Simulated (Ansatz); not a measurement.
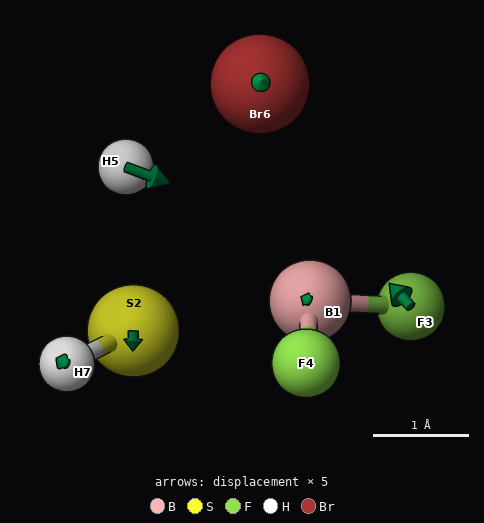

A constrained relaxation of BH2SBrF2. The starting structure is drawn; green arrows show the displacements, magnified 5 times. The two geometries are superimposed by the best rigid fit.

The picture is a ball-and-stick view, seen at a tilt.

The reaction that was planned forms B1–Br6, S2–H5 and breaks B1–S2, H5–Br6 (atoms numbered from 1 in input order).

All numbers below come from RKS PBE0-D4/def2-SVP (Ansatz). (held fixed: the distance between atoms 1 (B) and 6 (Br), the distance between atoms 2 (S) and 5 (H), the distance between atoms 1 (B) and 2 (S), the distance between atoms 5 (H) and 6 (Br), counting from 1; force threshold 0.08 eV/Å; at most 120 steps)

Q: What happened in the run?

A: The optimiser took 5 steps. H5 moves most after the best rigid fit: 0.11 Å. Largest moves by element: H 0.11 Å, F 0.08 Å, S 0.05 Å, Br 0.04 Å, B 0.02 Å. Near-neighbour distances that change, for instance: S2–Br6 3.314 → 3.382 Å, S2–H7 1.332 → 1.352 Å, B1–F3 1.305 → 1.311 Å. Among the angles between lasting bonds that change: F3–B1–F4 120.5° → 122.8°.
